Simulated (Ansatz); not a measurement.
The relaxed structure here is a generated cell of Cu: the first start was made by placing the elements on the sites of a structure type, and the end was not matched to a known phase here, so it may be hypothetical. Known forms of Cu include space group No. 225.

A relaxed structure of Cu. Space group I4/mmm (No. 139). These are r2SCAN (plane waves to 500 eV, PAW, scalar-relativistic; Ansatz, a first-principles code) values and carry that method's errors.

```cif
data_Cu2
_chemical_formula_sum 'Cu2'
_space_group_name_H-M_alt 'I4/mmm'
_space_group_IT_number 139
_space_group_name_Hall '-I 4 2'
_cell_length_a 2.89865
_cell_length_b 2.89865
_cell_length_c 2.73350
_cell_angle_alpha 90.000
_cell_angle_beta 90.000
_cell_angle_gamma 90.000
loop_
_atom_site_label
_atom_site_type_symbol
_atom_site_symmetry_multiplicity
_atom_site_Wyckoff_symbol
_atom_site_fract_x
_atom_site_fract_y
_atom_site_fract_z
_atom_site_occupancy
Cu1 Cu 2 b 0.00000 0.00000 0.50000 1
```
(The calculation used a cell of 1 atom; values per cell refer to that cell.)

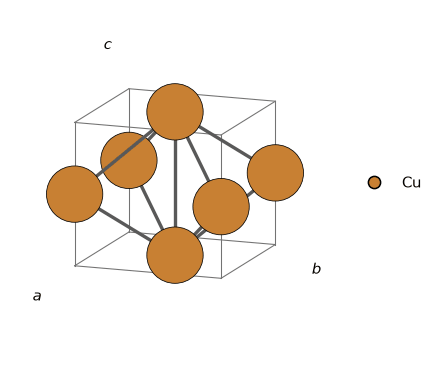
Figure: The conventional cell of the relaxed structure

For Cu, the volume per atom is 11.48 Å³ and the density comes out as 9.19 g/cm³. The band gap is no gap (metallic) and the shortest distances is Cu–Cu 2.46 Å. The k-mesh comes out as 23×23×23.

No spin polarisation in the result.

The run could not lose the symmetry of its start: the end is stationary, and may be a saddle point rather than a minimum.
